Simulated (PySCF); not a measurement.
# C6H7NO2S (2-(methylsulfonyl)pyridine): the cost of one run

Computed with PySCF 2.14.0 and routines of our own; the level stands in each step. Atoms count from 0.

### Step 1. The system as given

17 atoms, charge 0, multiplicity 1; geometry from: GFN2-xTB.

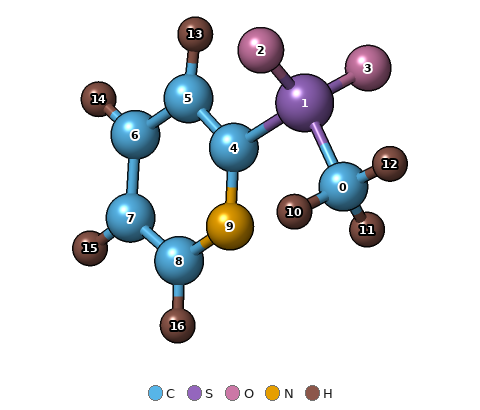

The starting geometry (carbon blue, sulfur purple, oxygen pink, nitrogen amber, hydrogen brown).

### Step 2. Optimising the geometry at PBE0-D3(BJ)/def2-SVP

What the job is given:

```
{"job": {"xc": "PBE0", "basis": "def2-SVP", "d3": "d3bj", "grid": 2, "kind": "geom"}, "charge": 0, "multiplicity": 1}
C     -2.533724    -1.042792    -0.227910
S     -1.788310     0.446105     0.479027
O     -2.251218     1.605901    -0.235621
O     -1.965282     0.439833     1.906628
C     -0.017896     0.262152     0.144356
C      0.840541     1.295066     0.472614
C      2.190974     1.113865     0.213798
C      2.604844    -0.081160    -0.357662
C      1.649939    -1.045343    -0.643931
N      0.359158    -0.877752    -0.396294
H     -2.381670    -1.012713    -1.298027
H     -2.042074    -1.896443     0.217745
H     -3.587991    -1.024788     0.019071
H      0.445663     2.197270     0.909223
H      2.905474     1.887528     0.452124
H      3.646011    -0.261362    -0.575120
H      1.918564    -1.993336    -1.089932
```

Run with:

```
$ OMP_NUM_THREADS=1 python excited_run.py task.json out
```

One launch serves the whole session: the jobs run in the order shown.

**Question.** How long does this first job take on 1 thread of AMD EPYC 9R45, shared host, and how much memory does it need?

About 2.9 min, with a peak of 0.84 GiB.
